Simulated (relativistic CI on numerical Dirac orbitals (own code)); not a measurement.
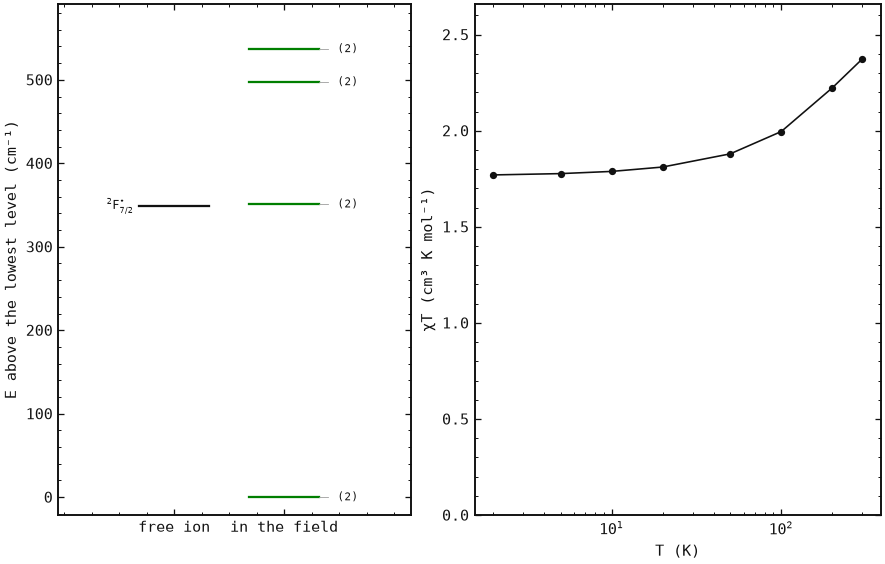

Yb³⁺ (4f¹³) in a field of C2v symmetry with B20 = −630, B22 = −10, B40 = 970, B42 = −550, B44 = 310, B60 = −180, B62 = 120, B64 = −370, B66 = 390 cm⁻¹ (Wybourne parameters). Labels give the double-group representation and, in brackets, the degeneracy; the lowest 4 of 7 levels are drawn. Level of the calculation: Dirac CI, KLI exchange-only orbitals, Breit term, model QED, valence Slater integrals scaled by 0.8 (in-house radial CI code). One open-shell configuration in a parametric field without covalency; powder susceptibility by Van Vleck's formula.

### What does the figure show?

The free ion's lowest level is ²F°₇/₂. The ground level is a Kramers doublet, with total spin S = 0.50 and J = 3.50 (from expectation values); its principal g values, for an effective spin of 1/2, are 0.72, 1.36 and 7.35. The next level lies at 351 cm⁻¹. The field lowers the ground state by 349 cm⁻¹ against the free ion. χT is 1.77 cm³ K mol⁻¹ at 2 K, 1.88 at 50 K and 2.37 at 300 K, an effective moment of 4.36 μB at room temperature.
